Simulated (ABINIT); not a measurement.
**LiCl (Fm-3m): G0W0 in ABINIT against the k mesh**

Aim: move the k mesh of a G0W0 run on LiCl (Fm-3m) over a wide range.

Method: LDA and many-body steps on it, plane waves, in ABINIT 10.8.3.

The database entry behind the starting cell differs from later determinations by our own check (0.1 to 0.3 % short, probably kX units), so it need not match the best structure at ambient conditions.

### 1. The structure

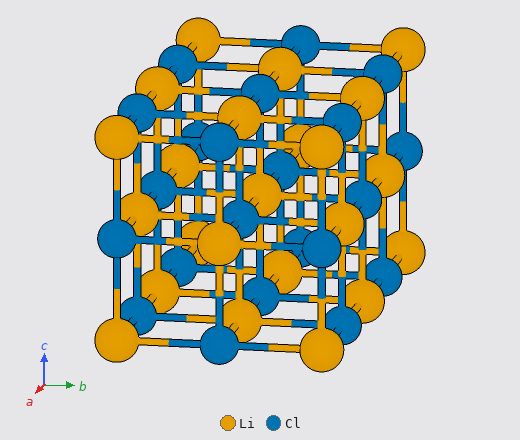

The starting structure, seen slightly off an axis (lithium orange, chlorine blue). 2×1×1 cells are drawn. This picture shows the conventional cell, with its axes. Some periodic images of atoms are drawn too.

As a file:

```cif
data_structure
_symmetry_space_group_name_H-M 'P 1'
_symmetry_Int_Tables_number 1
_cell_length_a 3.6271
_cell_length_b 3.6271
_cell_length_c 3.6271
_cell_angle_alpha 60.000
_cell_angle_beta 60.000
_cell_angle_gamma 60.000
_cell_volume 33.74
loop_
_atom_site_label
_atom_site_type_symbol
_atom_site_fract_x
_atom_site_fract_y
_atom_site_fract_z
_atom_site_occupancy
Li1 Li 0.00000 0.00000 0.00000 1
Cl2 Cl 0.50000 0.50000 0.50000 1
```

The cell and positions come from the Crystallography Open Database and are kept as given unless a step says otherwise.

### 2. Empty states on the mesh, 4×4×4 mesh, 168 bands

This step: ABINIT 10.8.3; DFT, LDA, plane waves, norm-conserving pseudopotentials.

The sums over transitions need many empty states on a uniform mesh; this step solves for them.

Contents of run.abi:

```
acell 3*1.0 Angstrom
rprim 
  0.000000000000 2.564770000000 2.564770000000
  2.564770000000 0.000000000000 2.564770000000
  2.564770000000 2.564770000000 -0.000000000000
ntypat 2
znucl 3 17
natom 2
typat 1 2
xred 
  0.000000000000 0.000000000000 0.000000000000
  0.500000000000 0.500000000000 0.500000000000
pp_dirpath "pseudos"
pseudos "Li.upf, Cl.upf"
ecut 33
ngkpt 4 4 4
nshiftk 1
shiftk 0 0 0
kptopt 1
chksymbreak 0
irdden 1
istwfk *1
nband 168
prtvol 0
optdriver 6
gwr_task "HDIAGO"
paral_kgb 0
occopt 1
indata_prefix "in"
outdata_prefix "out"
tmpdata_prefix "tmp"
```

The run is started by

```console
$ OMP_NUM_THREADS=1 mpirun -n 4 abinit run.abi > log
```

Numbers of over 12 decimals in the logs are rounded to 6 here.

The log of the run:

```text
.Version 10.8.3 of ABINIT. v10.8.2 released Aug 2026.

 Symmetries : space group Fm -3 m (#225); Bravais cF (face-center cubic)
[... echo of the input left out ...]
== DATASET  1 ==================================================================
-   mpi_nproc: 4, omp_nthreads: 1 (-1 if OMP is not activated)

--- !DatasetInfo
iteration_state: {dtset: 1, }
dimensions: {natom: 2, nkpt: 8, mband: 168, nsppol: 1, nspinor: 1, nspden: 1, mpw: 2085, }
cutoff_energies: {ecut:  33.0, pawecutdg:  -1.0, }
[...]
Direct band gap semiconductor
 Fundamental gap:     5.989 (eV)
   VBM:     0.082 (eV) at k: [ 0.0000E+00,  0.0000E+00,  0.0000E+00]
   CBM:     6.071 (eV) at k: [ 0.0000E+00,  0.0000E+00,  0.0000E+00]
 Direct gap:         5.989 (eV) at k: [ 0.0000E+00,  0.0000E+00,  0.0000E+00]

== END DATASET(S) ==============================================================
================================================================================

 -outvars: echo values of variables after computation  --------
           etotal      0.0000000000E+00
            nband         168
             nkpt           8
          spgroup         225
 [... the other variables as echoed above ...]

 Calculation completed.
```

It took 15 s on 4 MPI ranks of Arm Neoverse V2, shared host; peak memory 1.2 GiB.

This step gave:

```yaml
gap: 5.989 eV
k_of_the_valence_top: 0, 0, 0
k_of_the_conduction_bottom: 0, 0, 0
least_direct_gap: 5.989 eV
k_points_computed: 8
lowest_point_of_the_top_converged_band_above_the_valence_top: 148.2926 eV
```

On this mesh the gap is 5.989 eV.

The density comes from a self-consistent run that is not shown.

### 3. Empty states on the mesh, 2×2×2 mesh, 48 bands

run.abi: that of step 2 with these lines changed.

```diff
@@ -15,3 +15,3 @@
 ecut 33
-ngkpt 4 4 4
+ngkpt 2 2 2
 nshiftk 1
@@ -20,10 +20,10 @@
 chksymbreak 0
+iscf -2
 irdden 1
 istwfk *1
-nband 168
+nband 48
+nbdbuf 4
+tolwfr 1e-09
+nstep 60
 prtvol 0
-optdriver 6
-gwr_task "HDIAGO"
-paral_kgb 0
-occopt 1
 indata_prefix "in"
```

The log of the run:

```text
.Version 10.8.3 of ABINIT. v10.8.2 released Aug 2026.

 Symmetries : space group Fm -3 m (#225); Bravais cF (face-center cubic)
[... echo of the input left out ...]
== DATASET  1 ==================================================================
-   mpi_nproc: 4, omp_nthreads: 1 (-1 if OMP is not activated)
-    --> not optimal distribution: autoparal keyword recommended in input file <--

--- !DatasetInfo
iteration_state: {dtset: 1, }
dimensions: {natom: 2, nkpt: 3, mband: 48, nsppol: 1, nspinor: 1, nspden: 1, mpw: 2085, }
cutoff_energies: {ecut:  33.0, pawecutdg:  -1.0, }
[...]
1.67013    1.79402    1.79402    1.79402    2.02579    2.02579    2.02579    2.06867
   2.09653    2.09653    2.09653    2.13303    2.13303    2.13303    2.21099    2.21101
 prteigrs : prtvol=0 or 1, do not print more k-points.

== END DATASET(S) ==============================================================
================================================================================

 -outvars: echo values of variables after computation  --------
            nband          48
             nkpt           3
          spgroup         225
 [... the other variables as echoed above ...]

 Calculation completed.
```

Elapsed: 3 s, on 4 MPI ranks; peak memory 0.07 GiB.

Numbers from this step:

- gap: 5.989 eV
- k of the valence top: 0, 0, 0
- k of the conduction bottom: 0, 0, 0
- least direct gap: 5.989 eV
- k points computed: 3
- lowest point of the top converged band, above the valence top: 57.9605 eV

On this mesh the gap is 5.989 eV.

### 4. Empty states on the mesh, 6×6×6 mesh, 48 bands

run.abi: that of step 3 with these lines changed.

```diff
@@ -15,3 +15,3 @@
 ecut 33
-ngkpt 2 2 2
+ngkpt 6 6 6
 nshiftk 1
```

The log of the run:

```text
.Version 10.8.3 of ABINIT. v10.8.2 released Aug 2026.

 Symmetries : space group Fm -3 m (#225); Bravais cF (face-center cubic)
[... echo of the input left out ...]
== DATASET  1 ==================================================================
-   mpi_nproc: 4, omp_nthreads: 1 (-1 if OMP is not activated)

--- !DatasetInfo
iteration_state: {dtset: 1, }
dimensions: {natom: 2, nkpt: 16, mband: 48, nsppol: 1, nspinor: 1, nspden: 1, mpw: 2085, }
cutoff_energies: {ecut:  33.0, pawecutdg:  -1.0, }
[...]
1.67013    1.79402    1.79402    1.79402    2.02579    2.02579    2.02579    2.06867
   2.09653    2.09653    2.09653    2.13303    2.13303    2.13303    2.21099    2.21101
 prteigrs : prtvol=0 or 1, do not print more k-points.

== END DATASET(S) ==============================================================
================================================================================

 -outvars: echo values of variables after computation  --------
            nband          48
             nkpt          16
          spgroup         225
 [... the other variables as echoed above ...]

 Calculation completed.
```

Run time: 7.4 s. Hardware: 4 MPI ranks; peak memory 0.26 GiB.

This step gave:

```yaml
gap: 5.989 eV
k_of_the_valence_top: 0, 0, 0
k_of_the_conduction_bottom: 0, 0, 0
least_direct_gap: 5.989 eV
k_points_computed: 16
lowest_point_of_the_top_converged_band_above_the_valence_top: 56.0198 eV
```

On this mesh the gap is 5.989 eV.

### 5. Empty states on the mesh, 8×8×8 mesh, 48 bands

run.abi: that of step 4 with these lines changed.

```diff
@@ -15,3 +15,3 @@
 ecut 33
-ngkpt 6 6 6
+ngkpt 8 8 8
 nshiftk 1
```

The log of the run:

```text
.Version 10.8.3 of ABINIT. v10.8.2 released Aug 2026.

 Symmetries : space group Fm -3 m (#225); Bravais cF (face-center cubic)
[... echo of the input left out ...]
== DATASET  1 ==================================================================
-   mpi_nproc: 4, omp_nthreads: 1 (-1 if OMP is not activated)

--- !DatasetInfo
iteration_state: {dtset: 1, }
dimensions: {natom: 2, nkpt: 29, mband: 48, nsppol: 1, nspinor: 1, nspden: 1, mpw: 2085, }
cutoff_energies: {ecut:  33.0, pawecutdg:  -1.0, }
[...]
1.67013    1.79402    1.79402    1.79402    2.02579    2.02579    2.02579    2.06867
   2.09653    2.09653    2.09653    2.13303    2.13303    2.13303    2.21099    2.21101
 prteigrs : prtvol=0 or 1, do not print more k-points.

== END DATASET(S) ==============================================================
================================================================================

 -outvars: echo values of variables after computation  --------
            nband          48
             nkpt          29
          spgroup         225
 [... the other variables as echoed above ...]

 Calculation completed.
```

It took 13 s on 4 MPI ranks; peak memory 0.28 GiB.

Numbers from this step:

- gap: 5.989 eV
- k of the valence top: 0, 0, 0
- k of the conduction bottom: 0, 0, 0
- least direct gap: 5.989 eV
- k points computed: 29
- lowest point of the top converged band, above the valence top: 56.1578 eV

On this mesh the gap is 5.989 eV.

### 6. Screening, 2×2×2 mesh, 44 bands, screening to 130.6 eV

The RPA dielectric matrix is built and inverted for each q.

This step: RPA screening on LDA, plane waves, norm-conserving pseudopotentials.

run.abi: that of step 5 with these lines changed.

```diff
@@ -15,3 +15,3 @@
 ecut 33
-ngkpt 8 8 8
+ngkpt 2 2 2
 nshiftk 1
@@ -20,10 +20,11 @@
 chksymbreak 0
-iscf -2
-irdden 1
 istwfk *1
-nband 48
-nbdbuf 4
-tolwfr 1e-09
-nstep 60
-prtvol 0
+occopt 1
+irdwfk 1
+optdriver 3
+nband 44
+ecuteps 4.8
+inclvkb 2
+awtr 1
+symchi 1
 indata_prefix "in"
```

The log of the run:

```text
.Version 10.8.3 of ABINIT. v10.8.2 released Aug 2026.

 Symmetries : space group Fm -3 m (#225); Bravais cF (face-center cubic)
[... echo of the input left out ...]
== DATASET  1 ==================================================================
-   mpi_nproc: 4, omp_nthreads: 1 (-1 if OMP is not activated)

--- !DatasetInfo
iteration_state: {dtset: 1, }
dimensions: {natom: 2, nkpt: 3, mband: 44, nsppol: 1, nspinor: 1, nspden: 1, mpw: 2085, }
cutoff_energies: {ecut:  33.0, pawecutdg:  -1.0, }
electrons: {nelect:   1.00000000E+01, charge:   0.00000000E+00, occopt:   1.00000000E+00, tsmear:   1.00000000E-02, }

 SCREENING: Calculation of the susceptibility and dielectric matrices

 Based on a program developped by R.W. Godby, V. Olevano, G. Onida, and L. Reining.
 Incorporated in ABINIT by V. Olevano, G.-M. Rignanese, and M. Torrent.
.Using double precision arithmetic ; gwpc =  8

[... cell and pseudopotentials left out ...]
--------------------------------------------------------------------------------

 ==== K-mesh for the wavefunctions ====
 Number of points in the irreducible wedge :     3
[... list of points left out ...]
 Together with 48 symmetry operations and time-reversal symmetry
 yields     8 points in the full Brillouin Zone.

 ==== Q-mesh for the screening function ====
 Number of points in the irreducible wedge :     3
[... list of points left out ...]
 Together with 48 symmetry operations and time-reversal symmetry
 yields     8 points in the full Brillouin Zone.

 setmesh: FFT mesh size selected  =    24x   24x   24
          total number of points  =        13824

 vcoul_init : cutoff-mode = AUXILIARY_FUNCTION
 q-points for optical limit:   1
     1)      0.000010    0.000020    0.000030

- screening: taking advantage of time-reversal symmetry
- Maximum band index for partially occupied states nbvw = 5
- Remaining bands to be divided among processors   nbcw = 39
- Number of bands treated by each node ~9

 Number of electrons calculated from density =   10.0000; Expected =   10.0000
 average of density, n =  0.043917
 r_s =    1.7583
 omega_plasma =   20.2148 [eV]

 calculating chi0 at frequencies [eV] :
  1    0.000000E+00    0.000000E+00
  2    0.000000E+00    2.021481E+01

--------------------------------------------------------------------------------
  q-point number  1        q = ( 0.000000, 0.000000, 0.000000) [r.l.u.]
--------------------------------------------------------------------------------
[... chi0 elements left out ...]
 For q-point:  0.000010 0.000020 0.000030
  dielectric constant =   4.3439
  dielectric constant without local fields =   5.0036

  Average fulfillment of the sum rule on Im[epsilon] for q-point    1 :     60.75  [%]
[... wings left out ...]
  q-point number  2        q = ( 0.500000, 0.000000, 0.000000) [r.l.u.]
--------------------------------------------------------------------------------
[... chi0 elements left out ...]
  Average fulfillment of the sum rule on Im[epsilon] for q-point    2 :     69.01  [%]

 [... 1 further q-points ...]
```

Wall time 1.7 s (4 MPI ranks); peak memory 0.08 GiB; 6.4 s of CPU time.

Numbers from this step:

* ε∞ with local fields, on this mesh, along the program's q direction: 4.344
* the same without local fields: 5.004
* plasma frequency: 20.21 eV
* plane waves in the screening matrix: 113

Local fields lower ε∞ by 13 %. On a Γ-centred mesh this coarse the value itself is usually too large, while a short band sum pulls it down.

### 7. 2×2×2

This step: G0W0 on LDA, plane waves, norm-conserving pseudopotentials.

run.abi: that of step 6 with these lines changed.

```diff
@@ -23,8 +23,15 @@
 irdwfk 1
-optdriver 3
+optdriver 4
 nband 44
+gwcalctyp 0
+ecutsigx 33
+symsigma 1
+nkptgw 1
+kptgw 
+  0.0000000000 0.0000000000 0.0000000000
+bdgw 
+  3 9
 ecuteps 4.8
-inclvkb 2
-awtr 1
-symchi 1
+irdscr 1
+ppmodel 1
 indata_prefix "in"
```

The log of the run:

```text
.Version 10.8.3 of ABINIT. v10.8.2 released Aug 2026.

 Symmetries : space group Fm -3 m (#225); Bravais cF (face-center cubic)
[... echo of the input left out ...]
== DATASET  1 ==================================================================
-   mpi_nproc: 4, omp_nthreads: 1 (-1 if OMP is not activated)

--- !DatasetInfo
iteration_state: {dtset: 1, }
dimensions: {natom: 2, nkpt: 3, mband: 44, nsppol: 1, nspinor: 1, nspden: 1, mpw: 2085, }
cutoff_energies: {ecut:  33.0, pawecutdg:  -1.0, }
electrons: {nelect:   1.00000000E+01, charge:   0.00000000E+00, occopt:   1.00000000E+00, tsmear:   1.00000000E-02, }

 SIGMA: Calculation of the GW corrections

 Based on a program developped by R.W. Godby, V. Olevano, G. Onida, and L. Reining.
 Incorporated in ABINIT by V. Olevano, G.-M. Rignanese, and M. Torrent.
.Using double precision arithmetic ; gwpc =  8

[... cell and pseudopotentials left out ...]
--------------------------------------------------------------------------------

 ==== K-mesh for the wavefunctions ====
 Number of points in the irreducible wedge :     3
[... list of points left out ...]
 Together with 48 symmetry operations and time-reversal symmetry
 yields     8 points in the full Brillouin Zone.

 ==== Q-mesh for screening function ====
 Number of points in the irreducible wedge :     3
[... list of points left out ...]
 Together with 48 symmetry operations and time-reversal symmetry
 yields     8 points in the full Brillouin Zone.

 vcoul_init : cutoff-mode = AUXILIARY_FUNCTION
 q-points for optical limit:   1
     1)      0.000010    0.000020    0.000030
 setmesh: FFT mesh size selected  =    36x   36x   36
          total number of points  =        46656

 Number of electrons calculated from density =   10.0000; Expected =   10.0000
 average of density, n =  0.043917
 r_s =    1.7583
 omega_plasma =   20.2148 [eV]

 === KS Band Gaps ===
  >>>> For spin  1
   Minimum direct gap =   5.9890 [eV], located at k-point      :   0.0000  0.0000  0.0000
   Fundamental gap    =   5.9890 [eV], Top of valence bands at :   0.0000  0.0000  0.0000
                                       Bottom of conduction at :   0.0000  0.0000  0.0000
 SIGMA fundamental parameters:
 PLASMON POLE MODEL  1
 number of plane-waves for SigmaX                 2085
 number of plane-waves for SigmaC and W            113
 number of plane-waves for wavefunctions          2085
 number of bands                                    44
 number of independent spin polarizations            1
 number of spinorial components                      1
 number of k-points in IBZ                           3
 number of q-points in IBZ                           3
 number of symmetry operations                      48
 number of k-points in BZ                            8
 number of q-points in BZ                            8
 number of frequencies for dSigma/dE                 9
 frequency step for dSigma/dE [eV]                0.25
 number of omega for Sigma on real axis              0
 max omega for Sigma on real axis  [eV]           0.00
 zcut for avoiding poles [eV]                     0.10

 EPSILON^-1 parameters (SCR file):
 dimension of the eps^-1 matrix on file            113
 dimension of the eps^-1 matrix used               113
 number of plane-waves for wavefunctions          2085
 number of bands                                    44
 number of q-points in IBZ                           3
 number of frequencies                               2
 number of real frequencies                          1
 number of imag frequencies                          1

 matrix elements of self-energy operator (all in [eV])

 Perturbative Calculation

--- !SelfEnergy_ee
iteration_state: {dtset: 1, }
kpoint     : [   0.000,    0.000,    0.000, ]
spin       : 1
KS_gap     :    5.989
QP_gap     :    8.553
Delta_QP_KS:    2.564
data: !SigmaeeData |
     Band     E0 <VxcDFT>   SigX SigC(E0)      Z dSigC/dE  Sig(E)    E-E0       E
        3   0.082 -14.589 -18.620   2.627   0.807  -0.240 -15.722  -1.133  -1.051
        4   0.082 -14.589 -18.620   2.627   0.807  -0.240 -15.722  -1.133  -1.051
        5   0.082 -14.589 -18.620   2.627   0.807  -0.240 -15.722  -1.133  -1.051
        6   6.071  -9.622  -4.298  -3.620   0.840  -0.190  -8.190   1.431   7.503
        7  11.664  -9.811  -4.095  -3.596   0.841  -0.189  -8.028   1.783  13.447
        8  11.664  -9.811  -4.095  -3.596   0.841  -0.189  -8.028   1.783  13.447
        9  11.664  -9.811  -4.095  -3.596   0.841  -0.189  -8.028   1.783  13.447

== END DATASET(S) ==============================================================
================================================================================

 -outvars: echo values of variables after computation  --------
           etotal      0.0000000000E+00
            nband          44
             nkpt           3
          spgroup         225
 [... the other variables as echoed above ...]

 Calculation completed.
```

It took 1.7 s on 4 MPI ranks; peak memory 0.1 GiB; 6.6 s of CPU time.

This step gave:

```
G0W0 gap on the points computed              : 8.554 eV
starting gap on the mesh                     : 5.989 eV
k of the valence top                         : 0, 0, 0
k of the conduction bottom                   : 0, 0, 0
Z at the valence top                         : 0.807
Z at the conduction bottom                   : 0.84
least direct G0W0 gap on the computed points : 8.554 eV
```

[end of part 1 of 2]

[Paths, hosts, dates, memory and timing lines, banners, echoed tables and standing remarks are left out of the program output.]

[Logs are printed without paths, hosts, clocks, repeated set-up lines and the standing remarks that a program may print on its own settings, such as how far it seeks lower states.]

[Runs of the session that timed out or met a known fault of the program may be left out.]

[Hosts, paths, dates, database ids (printed as entryN), source tags and the programs' standing remarks are cut or masked in the printed files.]

[G0W0 gaps are taken among the corrected bands and points alone; a level outside them can change the order at an edge.]

[Where Ansatz stands beside ABINIT at settings called matched, ABINIT's density can come from a denser mesh and the files from another edition; pairs whose starting gaps differed by over 0.03 eV were left out, so agreement reads better than it is.]
